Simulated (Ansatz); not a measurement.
# BrH$_{3}$Si···H$_{2}$O: what the fields show

Input

```
crystal:
  periodic: [false, false, false]
  atoms:
    - {symbol: Si, position_ang: [-0.531339, 0.131257, -1.135869]}
    - {symbol: O, position_ang: [0.958302, -0.760755, 1.541362]}
    - {symbol: H, position_ang: [-1.475188, -0.575406, -0.245695]}
    - {symbol: H, position_ang: [0.693046, -0.648376, -1.402628]}
    - {symbol: H, position_ang: [-1.205265, 0.493133, -2.405847]}
    - {symbol: H, position_ang: [1.158799, 0.180159, 1.543407]}
    - {symbol: Br, position_ang: [0.042483, 2.068152, -0.175333]}
    - {symbol: H, position_ang: [0.359063, -0.888262, 2.280503]}
basis:
  gaussian: {orbitals: def2-TZVPP}
hamiltonian: {xc: pbe0, dispersion: d4}
output: {orbitals: {seedname: orbitals}}
```

Command:

```sh
ansatz run in.yaml --threads 4 --pin off --events-out ev --progress --plain --max-ram 9574MiB
```

The product side of a reaction path; geometry: PBE0-D4/def2-TZVP.

Theory: RKS PBE0-D4/def2-TZVPP (Ansatz).

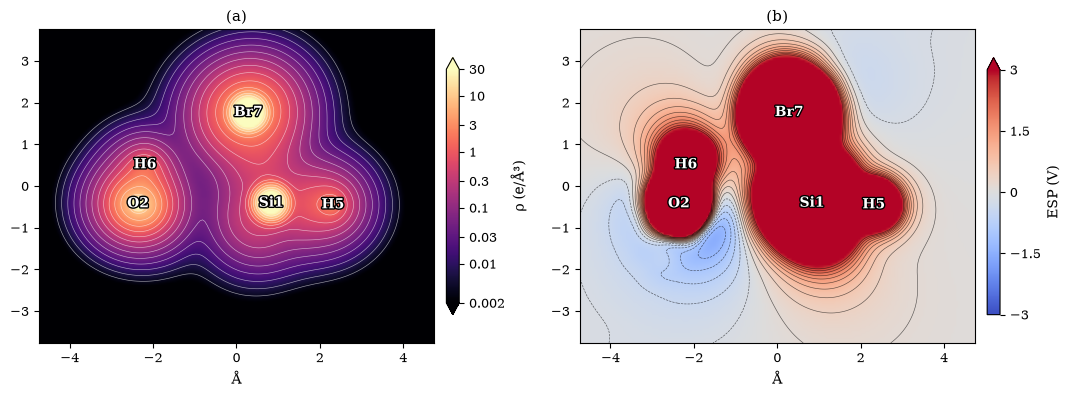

Figure 1. (a) electron density; (b) electrostatic potential on the plane of atoms H5, Si1 and Br7.

What does the map show?

The section cuts through Si, O, H and Br sites. Si1···O2 (3.19 Å): the density falls to about 0.05 e/Å³ on the way (a weak contact between the two molecules). Si–Br (2.24 Å): ρ is about 0.76 e/Å³ halfway. O–H (0.96 Å): ρ at the midpoint is about 3.8 e/Å³. Si–H (1.48 Å): ρ is about 0.83 e/Å³ halfway. Outside the dense part of the complex the potential is most negative (−1.5 V) near O2.

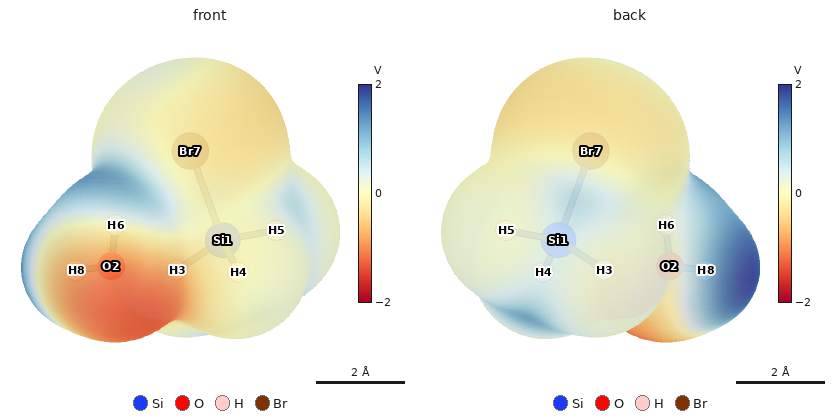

Figure 2. The molecular electrostatic potential painted on the density surface at 0.001 e/bohr³, seen from the front and from behind; red is negative and blue positive.

Describe the electrostatic potential map.

The most negative region (about −1.3 V, or −30 kcal/mol for a unit charge) lies over O2, the most positive (about +1.9 V, or +44 kcal/mol for a unit charge) over H8. O2 is the likeliest acceptor of a hydrogen bond.

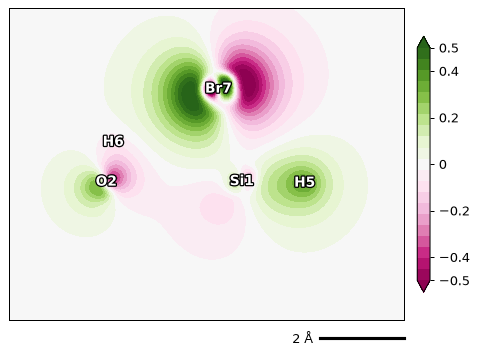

Figure 3. The HOMO on the plane of atoms H5, Si1 and Br7 (values in Å⁻³ᐟ²; the overall sign is arbitrary).

Describe this orbital and give its energy.

Its weight (Hirshfeld) is mainly on Br7 (about 75 %), Si1 (about 10 %) and H5 (about 5 %); largely a lone pair of Br7. Its energy is −8.48 eV.
